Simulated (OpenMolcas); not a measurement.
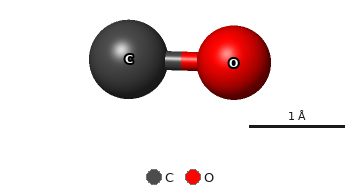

The input geometry (ball-and-stick view, seen at a tilt).

Single-point calculation of CO

System: CO.
Method: TPSS0/cc-pCVDZ, RKS (OpenMolcas 26.06).

The geometry comes from this level: PBE0-D4/def2-TZVP.

## Input file
```
&GATEWAY
BASLIB
$CurrDir
COORD
input.xyz
BASIS
cc-pCVDZ
GROUP
NoSym
&SEWARD
&SCF
KSDFT
HYB_MGGA_XC_TPSS0
THRESHOLDS
0.0001 0.1 0.1 1
PRORBITALS
1 1
```

## File input.xyz
```
2

C      0.479900    -0.155100     0.247200
O     -0.479900     0.155100    -0.247200
```

Launch command:
```bash
export MOLCAS_MEM=1860
pymolcas job.inp > job.log
```

## Output
```
--- Start Module: gateway ---

                                              &GATEWAY

                       available to each process: 1.9 GB of memory, 1 thread

 Basis Set     1 Label: C.CC-PCVDZ
 Basis set is read from library:.
 basistype.tbl is not found

 Basis Set     2 Label: O.CC-PCVDZ
 Basis set is read from library:.
 basistype.tbl is not found

++    Symmetry information:
      ---------------------

                    Character Table for C1

                             E
                    a        1  x, y, xy, Rz, z, xz, Ry, yz, Rx, I
--

++    Basis set information:
      ----------------------

      Basis set label: C.CC-PCVDZ.........

      Electronic valence basis set:
      ------------------
      Associated Effective Charge   6.000000 au
      Associated Actual Charge      6.000000 au
      Nuclear Model: Point charge

      Shell  nPrim  nBasis  Cartesian Spherical Contaminant
         s      10       4        X
         p       5       3        X
         d       1       1                 X

      Basis set label: O.CC-PCVDZ.........

      Electronic valence basis set:
      ------------------
      Associated Effective Charge   8.000000 au
      Associated Actual Charge      8.000000 au
      Nuclear Model: Point charge

      Shell  nPrim  nBasis  Cartesian Spherical Contaminant
         s      10       4        X
         p       5       3        X
         d       1       1                 X
--

++    Molecular structure info:
      -------------------------

                    ************************************************
                    **** Cartesian Coordinates / bohr, angstrom ****
                    ************************************************

     Center  Label                x              y              z                     x              y              z
        1      C1               0.906880      -0.293097       0.467140              0.479900      -0.155100       0.247200
        2      O2              -0.906880       0.293097      -0.467140             -0.479900       0.155100      -0.247200
--

            Nuclear Potential Energy             22.61178329 au

--- Stop Module: gateway /rc=_RC_ALL_IS_WELL_ ---

--- Start Module: seward ---

                                              &SEWARD

                       available to each process: 1.9 GB of memory, 1 thread

               SEWARD will generate:
                  Multipole Moment integrals up to order  2
                  Kinetic Energy integrals
                  Nuclear Attraction integrals (point charge)
                  One-Electron Hamiltonian integrals
                  Velocity integrals
                  Orbital angular momentum around ( -0.1294   0.0418  -0.0667 )
                  Velocity quadrupole around ( -0.1294   0.0418  -0.0667 )
                  Two-Electron Repulsion integrals

                   Integrals are discarded if absolute value <: 1.00E-14
                   Integral cutoff threshold is set to       <: 1.00E-16

            Nuclear Potential Energy             22.61178329 au

      Basis set specifications :
      Symmetry species         a
      Basis functions           36

--- Stop Module: seward /rc=_RC_ALL_IS_WELL_ ---

--- Start Module: scf ---

                                                &SCF

                       available to each process: 1.9 GB of memory, 1 thread

 ###############################################################################
 ###     Minimized-density-differences option turned off!                    ###
 ###############################################################################
++    Input section:
      --------------

      Header of the integral files:

      Cartesian coordinates in angstrom:
      -----------------------------------------------------
      No.  Label        X            Y            Z
      -----------------------------------------------------
       1   C1         0.47990000  -0.15510000   0.24720000
       2   O2        -0.47990000   0.15510000  -0.24720000
      -----------------------------------------------------
      Nuclear repulsion energy =   22.61178329
--

++    Orbital specifications:
      -----------------------

      Symmetry species               1
                                     a
      Frozen orbitals                0
      Occupied orbitals              7
      Secondary orbitals            29
      Deleted orbitals               0
      Total number of orbitals      36
      Number of basis functions     36
--

      Molecular charge                           0.000

      Numerical integration parameters
      --------------------------------
      Radial quadrature type:                         MHL
      Size of radial grid:                            75
      Lebedev angular grid:                           29
      Angular grid pruned with the crowding factor:  3.00E+00
                                 and fading factor:  6.00E+00
      Screening threshold for integral computation:   1.00E-11
      Radial quadrature accuracy:                     1.00E-25
      Maximum batch size:                             128
      AO values are stored on disk
      The same grid will be used for all iterations.

      DFT functional specifications
      -----------------------------
      Using Libxc version: 6.2.2
      Please cite the following reference:
      S. Lehtola, C. Steigemann, M. J.T. Oliveira, and M. A.L. Marques.,  SoftwareX 7, 1–5 (2018) doi:10.1016/j.softx.2017.11.002

      * TPSS0 with 25% exact exchange

++    Optimization specifications:
      ----------------------------

      SCF Algorithm: Conventional
      D(i)-D(i-1) density differences are used
      Number of density matrices in core                 5
      Maximum number of NDDO SCF iterations            400
      Maximum number of HF SCF iterations              400
      Threshold for SCF energy change             1.00E-04
      Threshold for density matrix                1.00E-01
      Threshold for Fock matrix                   1.00E-01
      Threshold for linear dependence             1.00E-09
      Threshold at which DIIS is turned on        1.50E-01
      Maximum depth in the DIIS procedure                5
      Maximum depth in the BFGS Hessian update          30
      Threshold at which QNR/C2DIIS is turned on  7.50E-02
      Threshold for Norm(delta) (QNR/C2DIIS)      1.00E+00
      All orbitals punched on: SCFORB
--

      Input vectors read from INPORB
      Orbital file label: *Guess orbitals

++ Convergence information
                                   [...]      iterations: Energy and convergence statistics

Iter     Tot. [...]      One-elec.       Two-elec.     Energy      Max Dij or  Max Fij      DNorm      TNorm      AccCon     Time
         Energy          Energy          Energy        Change      Delta Norm                                                in Sec.
   1  -113.091748858  -207.169826919    71.466294773   0.00E+00    2.54E-01*   1.65E-01*    5.55E+00   7.01E+01   None         0.
   2  -113.274502182  -210.206667406    74.320381937  -1.83E-01*   9.27E-02    5.72E-02     3.46E+00   7.15E+01   EDIIS        0.
   3  -113.296631324  -208.435289944    72.526875332  -2.21E-02*   1.58E-02    2.20E-02     1.26E+00   7.07E+01   c2DIIS       0.
   4  -113.303283351  -209.244638791    73.329572152  -6.65E-03*   3.41E-02    8.84E-03     1.33E-01   7.11E+01   QNRc2DIIS    0.
   5  -113.301643544  -208.884049265    72.970622433   1.64E-03*   2.36E-02    1.93E-02     1.76E-01   7.09E+01   QNRc2DIIS    0.
   6  -113.303779234  -209.102641399    73.187078877  -2.14E-03*   7.13E-04    4.88E-04     1.19E-01   7.10E+01   QNRc2DIIS    0.
   7  -113.303780928  -209.111445143    73.195880927  -1.69E-06    7.88E-05    4.15E-05     8.49E-03   7.10E+01   QNRc2DIIS    0.

       Convergence after   7 Iterations
--

 *****************************************************************************************************************************
 *                                             SCF/KS-DFT Program, Final results                                             *
 *                                                       Final Results                                                       *
 *****************************************************************************************************************************

::    Total KS-DFT energy                            -113.3037809280
      One-electron energy                            -209.1114451429
      Two-electron energy                              73.1958809271
      Nuclear repulsion energy                         22.6117832878
      Kinetic energy (interpolated)                   112.8969436086
      Virial theorem                                    1.0036036168
      Total spin, S(S+1)                                0.0000000000
      Total spin, S                                     0.0000000000
      Max non-diagonal density matrix element           0.0000613504
      Max non-diagonal Fock matrix element              0.0000148667

      All orbitals with orbital energies smaller than  E(LUMO)+0.5 are printed

++    Molecular orbitals:
      -------------------

      Title: RKS-DFT orbitals

      Molecular orbitals for symmetry species 1: a

          Orbital            1         2         3         4         5         6         7         8         9        10
          Energy          -19.4172  -10.4197   -1.2128   -0.5999   -0.4906   -0.4906   -0.3914   -0.0053   -0.0053    0.2639
          Occ. No.          2.0000    2.0000    2.0000    2.0000    2.0000    2.0000    2.0000    0.0000    0.0000    0.0000

          Orbital           11        12
          Energy            0.4923    0.4923
          Occ. No.          0.0000    0.0000

--

++    Molecular charges:
      ------------------

      Mulliken charges per centre and basis function type
      ---------------------------------------------------

                C1      O2
      1s       3.8008  3.7366
      2px      0.8765  1.4172
      2pz      0.6249  1.4183
      2py      0.5698  1.4185
      3d2+     0.0260  0.0056
      3d1+     0.0286  0.0065
      3d0      0.0204  0.0036
      3d1-     0.0100  0.0018
      3d2-     0.0292  0.0055
      Total    5.9863  8.0137

      N-E      0.0137 -0.0137

      Total electronic charge=   14.000000

      Total            charge=   -0.000000
--

++    Molecular properties:
      ---------------------

      Charge (e):
                      =   -0.0000
      Dipole Moment (debye):
      Origin of the operator (angstrom)=   -0.0685    0.0221   -0.0353
                   X= -1.4248E-01               Y=  4.6047E-02               Z= -7.3391E-02           Total=  1.6675E-01
      Quadrupole Moment (debye*angstrom):
      Origin of the operator (angstrom)=   -0.0685    0.0221   -0.0353
                  XX= -1.1424E+01              XY=  4.7911E-01              XZ= -7.6362E-01              YY= -1.0096E+01
                  YZ=  2.4680E-01              ZZ= -1.0335E+01
      In traceless form (debye*angstrom)
                  XX= -1.2083E+00              XY=  7.1867E-01              XZ= -1.1454E+00              YY=  7.8305E-01
                  YZ=  3.7019E-01              ZZ=  4.2530E-01
--

--- Stop Module: scf /rc=_RC_ALL_IS_WELL_ ---
--- Module scf spent 1 second ---

.##################.
.# Happy landing! #.
.##################.

    Timing: Wall=2.06 User=1.61 System=0.44
```

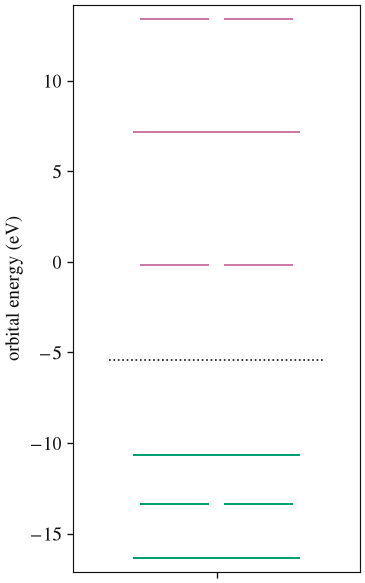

Orbital energies near the frontier; the dotted line parts filled from empty levels, and levels within 0.02 eV of each other stand side by side. Highest filled −10.65 eV, lowest empty −0.14 eV, 10.51 eV apart.

## Results in brief

```csv
quantity,value
outcome,converged
total energy,−113.303781 hartree
basis functions,36
HOMO,−10.65 eV
LUMO,−0.14 eV
dipole moment,0.17 debye
hardware,"1 thread of Arm Neoverse V1, 24 GiB of memory available, shared host"
wall time,2.3 s
peak memory,0.37 GiB
```

## Remarks

These settings are looser than, or depart from, a standard set-up, so the numbers are not reference values for this system.
